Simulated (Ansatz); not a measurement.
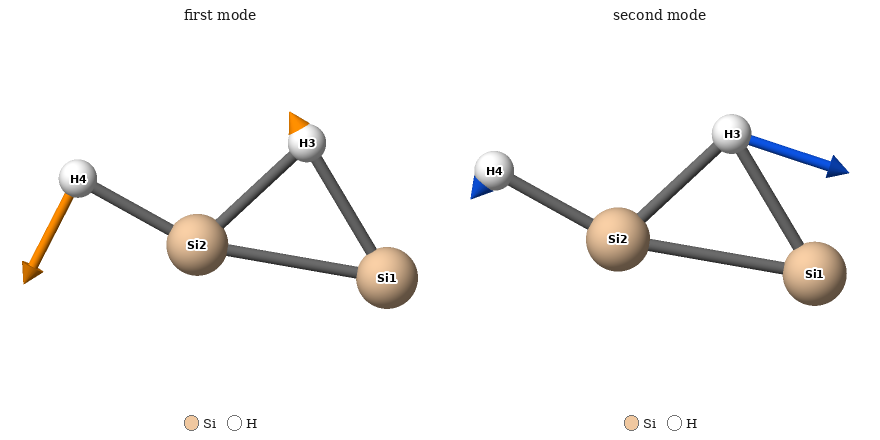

The system is H₂Si₂; the picture shows the reference structure; its two panels give the patterns of the first and the second mode as arrows. Coordinates scanned: (1) normal mode 2 (464 cm⁻¹); (2) normal mode 4 (1120 cm⁻¹). Nothing is relaxed (straight displacements along the two mass-weighted modes). The scan uses a 15 × 15 grid. Points are written as (first, second). Energies are in kcal/mol, from the lowest grid point. Method: RKS PBE0-D4/def2-TZVP in Ansatz.

Its coordinates:

```xyz
4

Si   -0.0085   -0.7247    1.5830
Si   -0.4545    0.3900   -0.1415
H     0.8140   -0.6230    0.0767
H    -0.3510    0.9577   -1.5182
```

Range: normal mode 2 (464 cm⁻¹) from −0.507 to 0.507 amu½·Å; normal mode 4 (1120 cm⁻¹) from −0.361 to 0.361 amu½·Å.

What landscape does the calculation give?

The lowest grid point is at (0.000 amu½·Å, 0.000 amu½·Å). It is the only kind of minimum in the scanned range. The highest grid point, (−0.507 amu½·Å, 0.361 amu½·Å), lies 16.2 kcal/mol above the lowest.

```csv
"normal mode 4 (1120 cm⁻¹) ↓, normal mode 2 (464 cm⁻¹) →",−0.507,−0.434,−0.362,−0.290,−0.217,−0.145,−0.072,0.000,0.072,0.145,0.217,0.290,0.362,0.434,0.507
0.361,16.2,14.3,12.7,11.3,10.2,9.2,8.4,7.8,7.3,6.9,6.8,6.8,7.1,7.6,8.3
0.309,12.7,11.0,9.6,8.5,7.5,6.7,6.1,5.6,5.3,5.1,5.1,5.2,5.6,6.2,7.1
0.258,9.8,8.3,7.1,6.1,5.3,4.7,4.2,3.8,3.6,3.6,3.6,3.9,4.3,5.0,6.0
0.206,7.4,6.1,5.0,4.2,3.5,3.0,2.7,2.4,2.3,2.3,2.5,2.8,3.3,4.1,5.1
0.155,5.6,4.4,3.5,2.7,2.2,1.8,1.5,1.3,1.3,1.4,1.6,2.0,2.5,3.3,4.3
0.103,4.3,3.2,2.4,1.7,1.2,0.9,0.7,0.6,0.6,0.7,1.0,1.4,2.0,2.8,3.8
0.051,3.6,2.5,1.7,1.1,0.7,0.4,0.2,0.1,0.2,0.3,0.6,1.0,1.6,2.4,3.4
0.000,3.2,2.2,1.5,0.9,0.5,0.2,0.0,0.0,0.0,0.2,0.5,0.9,1.4,2.2,3.2
−0.051,3.3,2.3,1.6,1.0,0.6,0.3,0.2,0.1,0.2,0.3,0.5,0.9,1.5,2.2,3.1
−0.103,3.8,2.8,2.1,1.5,1.1,0.8,0.6,0.5,0.5,0.6,0.8,1.2,1.6,2.3,3.2
−0.155,4.7,3.7,2.9,2.3,1.8,1.5,1.3,1.2,1.1,1.2,1.3,1.6,2.0,2.6,3.4
−0.206,5.9,4.9,4.0,3.4,2.9,2.5,2.2,2.0,1.9,1.9,2.0,2.2,2.5,3.0,3.8
−0.258,7.4,6.3,5.4,4.7,4.2,3.7,3.4,3.1,2.9,2.8,2.8,2.9,3.2,3.6,4.3
−0.309,9.2,8.0,7.1,6.3,5.7,5.2,4.7,4.4,4.1,3.9,3.8,3.8,4.0,4.3,4.9
−0.361,11.2,10.0,9.0,8.1,7.4,6.8,6.3,5.9,5.5,5.2,5.0,4.9,4.9,5.1,5.6
```

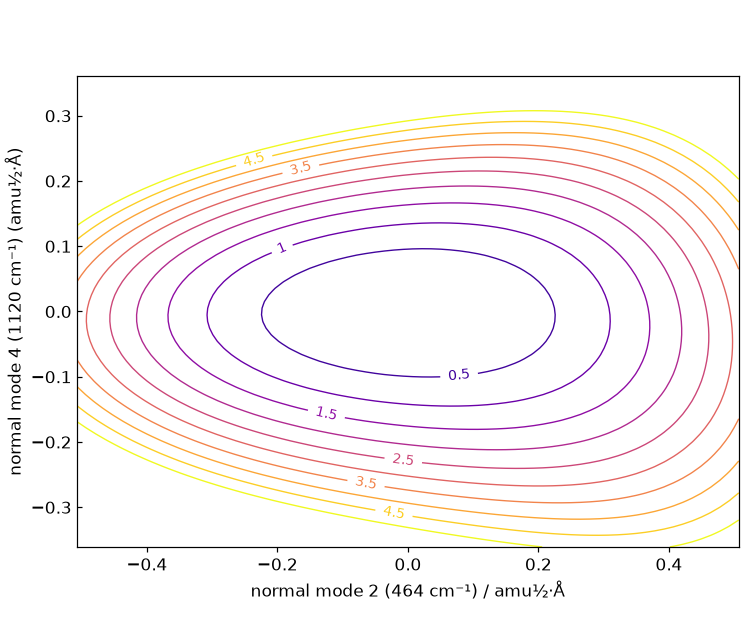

Drawn: contour lines labelled in kcal/mol (none above 5). Between grid points the surface is interpolated.

Each point was launched as `ansatz run input.yaml --threads 1 --pin off --max-ram 2560MiB --backend cpu --events-out ev --progress --plain --runs-dir out`. The whole map (225 points run) took 5.3 min on 1 thread of AMD EPYC 7R43 64-Core Processor (Zen 3), with other jobs on the host.
